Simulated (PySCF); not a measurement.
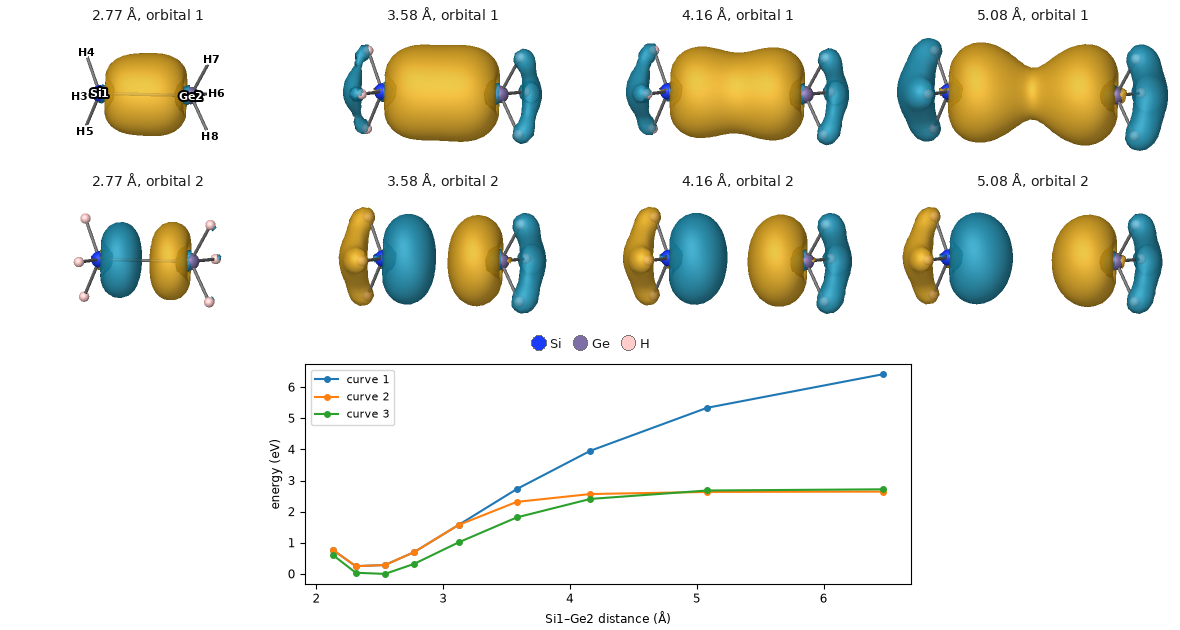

*GeH$_{6}$Si, SMILES `[SiH3][GeH3]`. Rigid stretch of the Si1–Ge2 bond. The two CASSCF(2,2) natural orbitals nearest half filling (orbital 1 the more occupied). Below: energies along the scan, from the lowest point of the three curves.*

PySCF calculation, def2-SVP basis, gas phase; geometry: GFN2-xTB. No frequency check shows the geometry to be a minimum. GFN2-xTB bond lengths at metals and heavier atoms can be off by up to 0.1 Å and shapes distorted, which carries into these values.

Cartesian coordinates (Å):

```
Si1     -1.5762   -0.0000    0.0000
Ge2      0.7540    0.0000    0.0000
H3      -2.0863    0.4295    1.3023
H4      -2.0863    0.9132   -1.0231
H5      -2.0863   -1.3426   -0.2792
H6       1.3997   -0.4219   -1.2876
H7       1.3997    1.3261    0.2784
H8       1.3997   -0.9041    1.0092
```

Q: How do the occupations change along the stretch?

A: 2.77 Å: 1.96 and 0.04; 3.58 Å: 1.80 and 0.20; 4.16 Å: 1.55 and 0.45; 5.08 Å: 1.21 and 0.79. At the longest distance computed (6.47 Å) they are 1.03 and 0.97, and the effective number of unpaired electrons is 2.0.

Q: Which curve is which method?

A: Curve 1 is RHF. Curve 2 is UHF. Curve 3 is CASSCF(2,2). RHF rises too steeply because it keeps both electrons in one orbital and so mixes in ionic fragments.

Q: Where does the UHF solution part from RHF?

A: Between 3.12 Å (⟨S²⟩ = 0, the two coincide) and 3.58 Å (⟨S²⟩ = 0.65); at 6.47 Å ⟨S²⟩ is 1.01 and UHF lies 3.8 eV below RHF.

Q: How much energy does the stretch cost?

A: By CASSCF, 2.7 eV from the lowest point of the scan (2.54 Å) to 6.47 Å; RHF gives 6.2 eV from its own lowest point. The fragments aren't relaxed and dynamic correlation is missing, so this isn't a bond dissociation energy.
